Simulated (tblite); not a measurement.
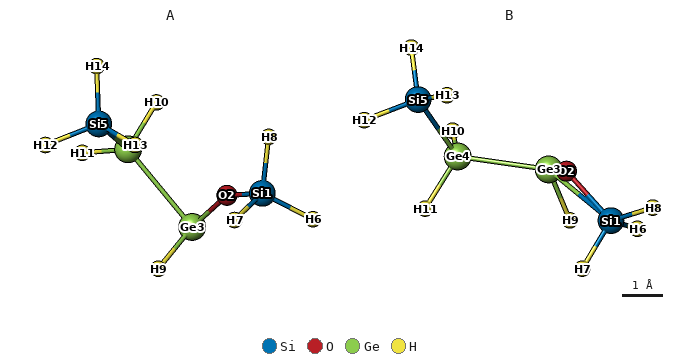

Two geometries of Ge$_{2}$Si$_{2}$H$_{9}$O (multiplicity 2), drawn at one scale. One is the start of a relaxation, the other its converged end. The picture is a ball-and-stick view, seen from a free direction.

These are results of tblite, GFN2-xTB geometry optimisation, gas phase, not measurements. 

**Which one is relaxed?**

Structure A is the relaxed one. After 229 geometry steps the energy has fallen by 27.0 kcal/mol. The atom that moves furthest after the best rigid fit is H9 (2.35 Å). By element the largest moves are H 2.35 Å, Ge 1.74 Å, O 1.35 Å, Si 0.86 Å. Among the contacts that change: Si1–Ge3 2.812 → 3.344 Å, Ge3–Ge4 2.360 → 2.549 Å, Ge3–H9 1.559 → 1.659 Å, Ge4–Si5 2.289 → 2.381 Å. Among the angles between lasting bonds that change: Si1–O2–Ge3 107.4° → 155.5°, O2–Ge3–Ge4 114.2° → 86.9°, Ge4–Ge3–H9 112.1° → 98.3°. Groups turn about Ge4–Si5 by about 40°, Si1–O2 by about 35°, O2–Ge3 by about 25°.
